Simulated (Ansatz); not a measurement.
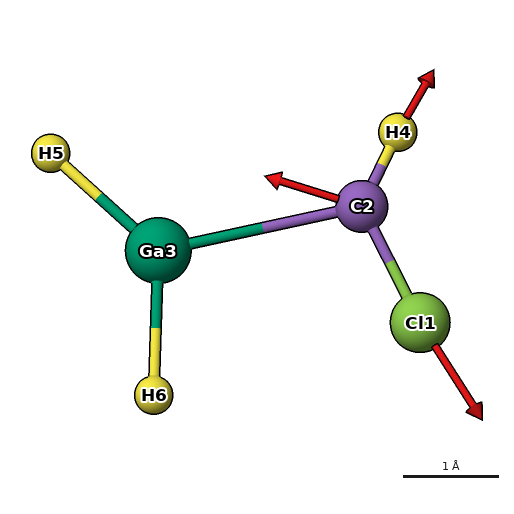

Arrows show the forces on the atoms, 0.07 Å of arrow for 1 eV/Å; forces under a tenth of the largest aren't drawn. State: charge +1, singlet. Level of theory: BLYP-D4/def2-TZVPP (Ansatz 0.2.0).

**On which atom is the force largest, and how large is it?**

On Cl1: 13.96 eV/Å.

**Along which bond is the force strongest?**

Cl1–C2, now 1.402 Å: the forces push its atoms apart, so a first step downhill lengthens it.

List the force components in the frame of the picture (x right, y up, z towards the viewer), in eV/Å.

```json
{"atom": "Cl1", "Fx": "7.33", "Fy": "−11.50", "Fz": "2.99"}
{"atom": "C2", "Fx": "−11.39", "Fy": "3.55", "Fz": "−0.67"}
{"atom": "Ga3", "Fx": "−1.02", "Fy": "0.46", "Fz": "0.24"}
{"atom": "H4", "Fx": "4.25", "Fy": "7.38", "Fz": "−2.49"}
{"atom": "H5", "Fx": "0.63", "Fy": "−0.26", "Fz": "0.08"}
{"atom": "H6", "Fx": "0.20", "Fy": "0.37", "Fz": "−0.15"}
```
